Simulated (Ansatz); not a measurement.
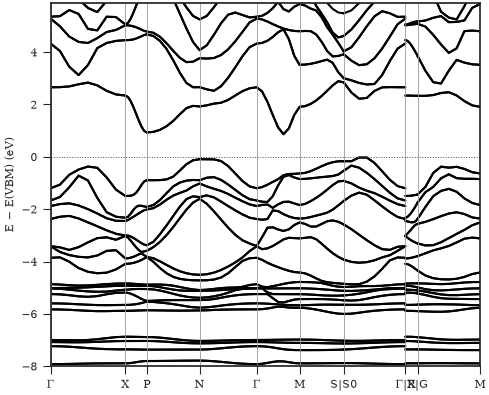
Fig. 1. Band structure from the program Ansatz at the LDA with spin–orbit coupling level (PAW)

**Question.** Read off the gap and where the band edges lie.

**Answer.** About 0.9 eV (0.86 eV by a search for the band edges); maximum on the S0–Γ line, 31 % of the way from S0, minimum on the Γ–M line, 64 % of the way from Γ.

The material is HgI in space group I4/mmm (No. 139; Hg on 4e, I on 4e).

The workflow started from a Materials Project entry (that database holds measured and hypothetical structures alike); the Crystallography Open Database files this formula in space group No. 139, but the cells were not matched. Whether it is the stable phase at ambient conditions was not checked. The LDA relaxation kept the symmetry of its start; whether a distortion lowers the energy is not shown. A crystal of weakly bound molecules computed without a dispersion correction: the cell and the soft elastic constants depend strongly on that.

Potentials: the later of the program's two PAW sets.
